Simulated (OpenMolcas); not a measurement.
**Run report: PN, single-point calculation**

PN (phosphorous nitride), computed with MP2/STO-3G, RHF (OpenMolcas 26.06).

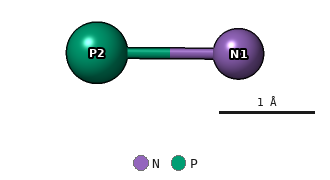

*The input geometry (ball-and-stick view, seen on its broad side; atoms are numbered from 1 in the order of the input).*

Bond lengths as drawn: N–P 1.49 Å.

Summary:

```json
{"quantity": "outcome", "value": "converged"}
{"quantity": "total energy", "value": "−390.776749 hartree"}
{"quantity": "SCF energy", "value": "−390.591735 hartree"}
{"quantity": "MP2 energy", "value": "−390.776749 hartree"}
{"quantity": "correlation energy", "value": "−0.185014 hartree"}
{"quantity": "basis functions", "value": "14"}
{"quantity": "HOMO of the SCF reference", "value": "−8.72 eV"}
{"quantity": "LUMO of the SCF reference", "value": "7.02 eV"}
{"quantity": "hardware", "value": "1 thread of Arm Neoverse V2, 24 GiB of memory available, shared host"}
{"quantity": "wall time", "value": "1.6 s"}
{"quantity": "peak memory", "value": "0.37 GiB"}
```

Input file:
```
&GATEWAY
  BASLIB=$CurrDir
  COORD=geom.xyz
  BASIS=STO-3G
  GROUP=NoSym

&SEWARD

&SCF
  THRESHOLDS=1e-10 1e-07 1e-07 1e-05
  PRORBITALS=1 1

&MBPT2
  FROZEN=6
```

File geom.xyz:
```
2

N      0.000000     0.000000     0.000000
P      0.000000     0.000000     1.490866
```

Launched with:
```bash
export MOLCAS_MEM=1860
pymolcas job.inp > job.log
```

Output:
```
--- Start Module: gateway ---

                                              &GATEWAY

                       available to each process: 1.9 GB of memory, 1 thread

 Basis Set     1 Label: N.STO-3G
 Basis set is read from library:.
 basistype.tbl is not found

 Basis Set     2 Label: P.STO-3G
 Basis set is read from library:.
 basistype.tbl is not found

++    Symmetry information:
      ---------------------

                    Character Table for C1

                             E
                    a        1  x, y, xy, Rz, z, xz, Ry, yz, Rx, I
--

++    Basis set information:
      ----------------------

      Basis set label: N.STO-3G.........

      Electronic valence basis set:
      ------------------
      Associated Effective Charge   7.000000 au
      Associated Actual Charge      7.000000 au
      Nuclear Model: Point charge

      Shell  nPrim  nBasis  Cartesian Spherical Contaminant
         s       6       2        X
         p       3       1        X

      Basis set label: P.STO-3G.........

      Electronic valence basis set:
      ------------------
      Associated Effective Charge  15.000000 au
      Associated Actual Charge     15.000000 au
      Nuclear Model: Point charge

      Shell  nPrim  nBasis  Cartesian Spherical Contaminant
         s       9       3        X
         p       6       2        X
--

++    Molecular structure info:
      -------------------------

                    ************************************************
                    **** Cartesian Coordinates / bohr, angstrom ****
                    ************************************************

     Center  Label                x              y              z                     x              y              z
        1      N1               0.000000       0.000000       0.000000              0.000000       0.000000       0.000000
        2      P2               0.000000       0.000000       2.817328              0.000000       0.000000       1.490866
--

            Nuclear Potential Energy             37.26935023 au

--- Stop Module: gateway /rc=_RC_ALL_IS_WELL_ ---

--- Start Module: seward ---

                                              &SEWARD

                       available to each process: 1.9 GB of memory, 1 thread

               SEWARD will generate:
                  Multipole Moment integrals up to order  2
                  Kinetic Energy integrals
                  Nuclear Attraction integrals (point charge)
                  One-Electron Hamiltonian integrals
                  Velocity integrals
                  Orbital angular momentum around (  0.0000   0.0000   1.9402 )
                  Velocity quadrupole around (  0.0000   0.0000   1.9402 )
                  Two-Electron Repulsion integrals

                   Integrals are discarded if absolute value <: 1.00E-14
                   Integral cutoff threshold is set to       <: 1.00E-16

            Nuclear Potential Energy             37.26935023 au

      Basis set specifications :
      Symmetry species         a
      Basis functions           14

--- Stop Module: seward /rc=_RC_ALL_IS_WELL_ ---

--- Start Module: scf ---

                                                &SCF

                       available to each process: 1.9 GB of memory, 1 thread

++    Input section:
      --------------

      Header of the integral files:

      Cartesian coordinates in angstrom:
      -----------------------------------------------------
      No.  Label        X            Y            Z
      -----------------------------------------------------
       1   N1         0.00000000   0.00000000   0.00000000
       2   P2         0.00000000   0.00000000   1.49086600
      -----------------------------------------------------
      Nuclear repulsion energy =   37.26935023
--

++    Orbital specifications:
      -----------------------

      Symmetry species               1
                                     a
      Frozen orbitals                0
      Occupied orbitals             11
      Secondary orbitals             3
      Deleted orbitals               0
      Total number of orbitals      14
      Number of basis functions     14
--

      Molecular charge                           0.000

++    Optimization specifications:
      ----------------------------

      SCF Algorithm: Conventional
      Minimized density differences are used
      Number of density matrices in core                 5
      Maximum number of NDDO SCF iterations            400
      Maximum number of HF SCF iterations              400
      Threshold for SCF energy change             1.00E-10
      Threshold for density matrix                1.00E-07
      Threshold for Fock matrix                   1.00E-07
      Threshold for linear dependence             1.00E-09
      Threshold at which DIIS is turned on        1.50E-01
      Maximum depth in the DIIS procedure                5
      Maximum depth in the BFGS Hessian update          30
      Threshold at which QNR/C2DIIS is turned on  7.50E-02
      Threshold for Norm(delta) (QNR/C2DIIS)      1.00E-05
      All orbitals punched on: SCFORB
--

      Input vectors read from INPORB
      Orbital file label: *Guess orbitals

++ Convergence information
                                   SCF        iterations: Energy and convergence statistics

Iter     Tot. SCF        One-elec.       Two-elec.     Energy      Max Dij or  Max Fij      DNorm      TNorm      AccCon     Time
         Energy          Energy          Energy        Change      Delta Norm                                                in Sec.
   1  -389.956179145  -616.656359512   189.430830133   0.00E+00    9.94E-01*   2.54E-01*    7.35E+00   6.75E+01   None         0.
   2  -389.686671650  -618.446653325   191.490631440   2.70E-01*   1.25E-01*   1.65E-01*    3.73E+00   6.85E+01   EDIIS        0.
   3  -390.587812573  -617.432602774   189.575439967  -9.01E-01*   5.24E-02*   2.29E-02*    9.10E-01   6.79E+01   c2DIIS       0.
   4  -390.590535004  -617.422291963   189.562406725  -2.72E-03*   3.31E-02*   2.02E-02*    1.23E-01   6.79E+01   QNRc2DIIS    0.
   5  -390.590445601  -617.358167066   189.498371231   8.94E-05*   2.02E-02*   1.89E-02*    3.69E-02   6.78E+01   QNRc2DIIS    0.
   6  -390.591668260  -617.398234666   189.537216172  -1.22E-03*   8.76E-03*   2.66E-03*    1.51E-02   6.79E+01   QNRc2DIIS    0.
   7  -390.591735285  -617.402994029   189.541908509  -6.70E-05*   2.86E-04*   2.25E-04*    1.82E-03   6.79E+01   QNRc2DIIS    0.
   8  -390.591735450  -617.402389347   189.541303663  -1.65E-07*   1.39E-05*   1.00E-05*    1.70E-04   6.79E+01   QNRc2DIIS    0.
   9  -390.591735450  -617.402405494   189.541319808  -4.09E-10*   1.09E-06    6.62E-07*    4.48E-06   6.79E+01   QNRc2DIIS    0.
  10  -390.591735450  -617.402402635   189.541316950  -2.61E-12    2.00E-07    1.52E-07*    2.23E-03   6.79E+01   QNRc2DIIS    0.
  11  -390.591735450  -617.402402530   189.541316845   1.14E-13*   1.61E-09    3.30E-09     7.09E-04   6.79E+01   QNRc2DIIS    0.
  12  -390.591735450  -617.402402538   189.541316853  -1.14E-13    1.06E-10    2.40E-10     3.50E-04   6.79E+01   QNRc2DIIS    0.

       Convergence after  12 Iterations
--

 *****************************************************************************************************************************
 *                                             SCF/KS-DFT Program, Final results                                             *
 *                                                       Final Results                                                       *
 *****************************************************************************************************************************

::    Total SCF energy                               -390.5917354504
      One-electron energy                            -617.4024025380
      Two-electron energy                             189.5413168528
      Nuclear repulsion energy                         37.2693502348
      Kinetic energy (interpolated)                   386.5206967536
      Virial theorem                                    1.0105325245
      Total spin, S(S+1)                                0.0000000000
      Total spin, S                                     0.0000000000
      Max non-diagonal density matrix element           0.0000000001
      Max non-diagonal Fock matrix element              0.0000000000

      All orbitals with orbital energies smaller than  E(LUMO)+0.5 are printed

++    Molecular orbitals:
      -------------------

      Title: SCF orbitals

      Molecular orbitals for symmetry species 1: a

          Orbital            1         2         3         4         5         6         7         8         9        10
          Energy          -78.9017  -15.2619   -7.2362   -5.0586   -5.0568   -5.0568   -1.0519   -0.5540   -0.3412   -0.3203
          Occ. No.          2.0000    2.0000    2.0000    2.0000    2.0000    2.0000    2.0000    2.0000    2.0000    2.0000

          Orbital           11        12        13        14
          Energy           -0.3203    0.2580    0.2580    0.6989
          Occ. No.          2.0000    0.0000    0.0000    0.0000

--

++    Molecular charges:
      ------------------

      Mulliken charges per centre and basis function type
      ---------------------------------------------------

                N1      P2
      1s       3.8812  5.8042
      2px      1.0522  2.9478
      2pz      1.4292  2.8854
      2py      1.0522  2.9478
      Total    7.4148 14.5852

      N-E     -0.4148  0.4148

      Total electronic charge=   22.000000

      Total            charge=   -0.000000
--

++    Molecular properties:
      ---------------------

      Charge (e):
                      =   -0.0000
      Dipole Moment (debye):
      Origin of the operator (angstrom)=    0.0000    0.0000    1.0267
                   X=  1.0610E-15               Y= -1.4762E-15               Z=  2.0069E+00           Total=  2.0069E+00
      Quadrupole Moment (debye*angstrom):
      Origin of the operator (angstrom)=    0.0000    0.0000    1.0267
                  XX= -1.4436E+01              XY=  7.1670E-16              XZ= -4.7068E-16              YY= -1.4436E+01
                  YZ=  1.8915E-16              ZZ= -1.8862E+01
      In traceless form (debye*angstrom)
                  XX=  2.2129E+00              XY=  1.0750E-15              XZ= -7.0602E-16              YY=  2.2129E+00
                  YZ=  2.8373E-16              ZZ= -4.4258E+00
--

--- Stop Module: scf /rc=_RC_ALL_IS_WELL_ ---

--- Start Module: mbpt2 ---

                                               &MBPT2

                       available to each process: 1.9 GB of memory, 1 thread

WARNING!
Default frozen orbitals as non valence orbitals is overwritten by user input.
Default values:   6

      Cartesian coordinates in angstrom:
      -----------------------------------------------------
      No.  Label        X            Y            Z
      -----------------------------------------------------
       1   N1         0.00000000   0.00000000   0.00000000
       2   P2         0.00000000   0.00000000   1.49086600
      -----------------------------------------------------
      Nuclear repulsion energy =   37.26935023

      Contents of RUNFILE file:
      -------------------------

      Symmetry species                           1
                                                 a
      Number of basis functions                 14
      Frozen occupied orbitals                   6
      Active occupied orbitals                   5
      Active external orbitals                   3
      Deleted external orbitals                  0

      Reference numbers of frozen occupied orbitals according to the original input sequence
      symmetry species 1                        1  2  3  4  5  6

      Energies of the active occupied orbitals

      symmetry species 1                    -1.051910     -0.553952     -0.341245     -0.320321     -0.320321

      Energies of the active external orbitals

      symmetry species 1                     0.258011      0.258011      0.698939

      ********************************************************************************************************
      *                                               Results                                                *
      ********************************************************************************************************

 Conventional algorithm used...

       SCF energy                           =     -390.5917354504 a.u.
       Second-order correlation energy      =       -0.1850139452 a.u.

       Total energy                         =     -390.7767493957 a.u.
       Reference weight ( Cref**2 )         =        0.88033

::    Total MBPT2 energy                             -390.7767493957

       Zeroth-order energy (E0)             =     -201.0504185976 a.u.

       Shanks-type energy S1(E)             =     -390.7769301668 a.u.

       Data processing and timing information:

       Section                                              time(sec)
                                                          CPU  Elapsed

      Input data processing                              0.03      0.03
      Transformation of integrals                        0.00      0.00
      MBPT2 calculations (BJAI)                          0.00      0.00
      Total MBPT2 calculations                           0.03      0.03

--- Stop Module: mbpt2 /rc=_RC_ALL_IS_WELL_ ---

.##################.
.# Happy landing! #.
.##################.

    Timing: Wall=1.39 User=0.96 System=0.30
```

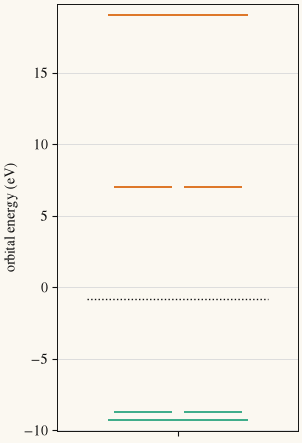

*Orbital energies near the frontier (SCF reference); the dotted line parts filled from empty levels, and levels within 0.02 eV of each other stand side by side.*

Highest filled −8.72 eV, lowest empty 7.02 eV, 15.74 eV apart.
